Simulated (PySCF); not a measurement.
The calculation's input:

```
{"job": {"kind": "nmr", "xc": "PBE0", "basis": "pcSseg-1"}, "charge": 0, "multiplicity": 1}
C     -2.059078     0.375746     1.671248
B     -1.297456     0.077925     0.319532
C     -2.096171    -0.506343    -0.912280
C      0.259874     0.309859     0.227323
C      0.858919     0.580405    -1.169964
C      2.386226     0.798483    -1.076759
Al     2.731720    -0.639879     0.262482
C      0.852334    -1.021380     0.809752
H     -2.592474    -0.503769     2.030257
H     -1.421262     0.729418     2.478865
H     -2.823743     1.134763     1.505240
H     -3.099359    -0.845804    -0.664615
H     -1.575025    -1.333181    -1.391763
H     -2.197335     0.263207    -1.678207
H      0.601742     1.125196     0.880643
H      0.360441     1.446808    -1.613440
H      0.654328    -0.280731    -1.811570
H      2.579974     1.822132    -0.729171
H      2.840393     0.735616    -2.070951
H      4.058327    -1.270947     0.733415
H      0.364046    -1.876896     0.326602
H      0.603169    -1.101243     1.872514
```

Launched as:

```sh
OMP_NUM_THREADS=1 python probes_run.py task.json out
```

Geometry: GFN2-xTB.

These are results of PBE0/pcSseg-1, SCF density, gas phase, non-relativistic in PySCF, not measurements.

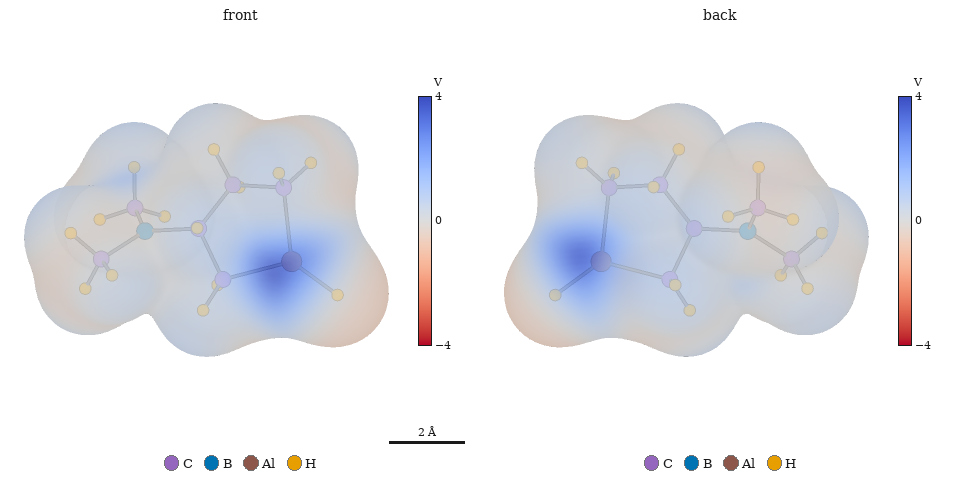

C₆H₁₄AlB. The electrostatic potential painted on the density surface at 0.002 e/bohr³, seen from the front and from behind; the colour scale runs from red (negative) to blue (positive).

Where is the surface potential most negative and most positive?

Answer. The most negative region (about −0.5 V) lies over H20, the most positive (about +3.3 V) over Al7.
